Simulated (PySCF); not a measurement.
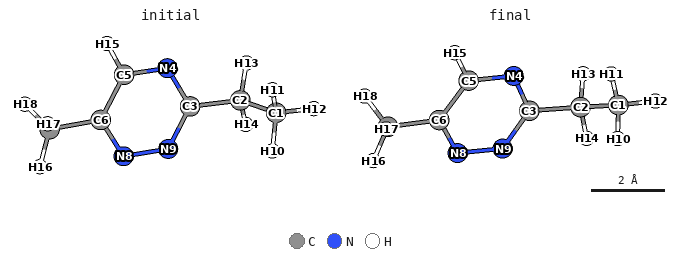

The structure of C6H9N3 before (left) and after (right) a relaxation, at one scale.

Style: ball-and-stick. Shown at a tilt.

The start comes from GFN2-xTB. Its atoms were then displaced at random by about 0.01 Å.

Level of theory: PBE0-D3(BJ)/def2-SVP geometry optimisation, gas phase (PySCF 2.14.0, density-fitted response routines). 

Describe what moved and what it gained.

Answer. The largest move after the best rigid fit is that of an H atom, 0.53 Å. Largest moves by element: H 0.53 Å, N 0.36 Å, C 0.30 Å. Some distances before and after: C–N 1.276 → 1.315 Å, C–H 1.073 → 1.101 Å, C–N 1.366 → 1.342 Å, C–C 1.503 → 1.523 Å. Among the angles between lasting bonds that change: N–C–N 120.8° → 124.4°, C–C–C 109.4° → 112.8°, C–N–N 122.0° → 119.4°. Groups turn about C–C by about 30°. After 12 geometry steps the energy has fallen by 4.04 kcal/mol.
